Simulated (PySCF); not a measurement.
C₂H₆Mg, SMILES `C[Mg]C`.

Method: PBE/def2-TZVP; geometry: GFN2-xTB; program: PySCF. No frequency check shows the geometry to be a minimum. A basis without diffuse functions makes polarisabilities too small. GFN2-xTB bond lengths at metals and heavier atoms can be off by up to 0.1 Å and shapes distorted, which carries into these values.

Geometry (Å), atoms numbered from 1:

```
C1       2.1413   -0.0014    0.0002
Mg2     -0.0000    0.0021   -0.0003
C3      -2.1412   -0.0008    0.0008
H4       2.5436   -0.7228    0.7146
H5       2.5438    0.9778    0.2676
H6       2.5434   -0.2596   -0.9817
H7      -2.5434    0.9805    0.2614
H8      -2.5436   -0.7220    0.7153
H9      -2.5438   -0.2657   -0.9791
```

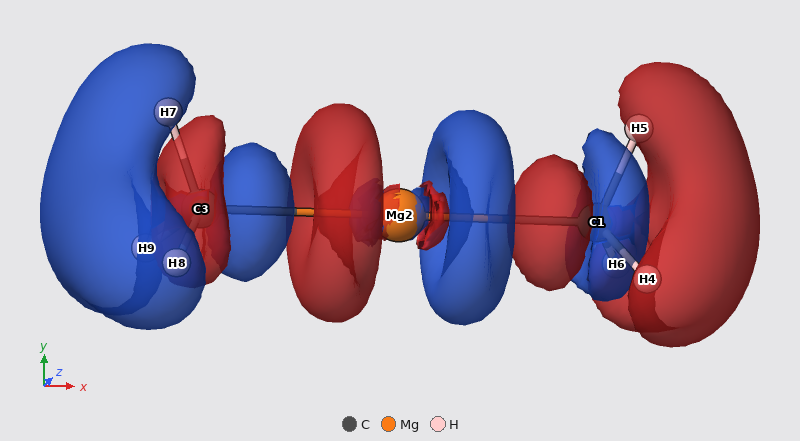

Change of the electron density in a uniform field of 0.21 V/Å, surfaces at ±0.0015 e/Å³ (red: gain, blue: loss).

The field was applied in both directions; the picture shows the one opposite to the script's first.

Along which Cartesian direction does the field point?

Answer. Along −x: electrons gather on the +x side, against the field.

How large is the response?

Answer. The induced dipole is 0.82 D (along the field); α along this axis, from the fields in both directions, is 81 bohr³ (12.0 Å³).
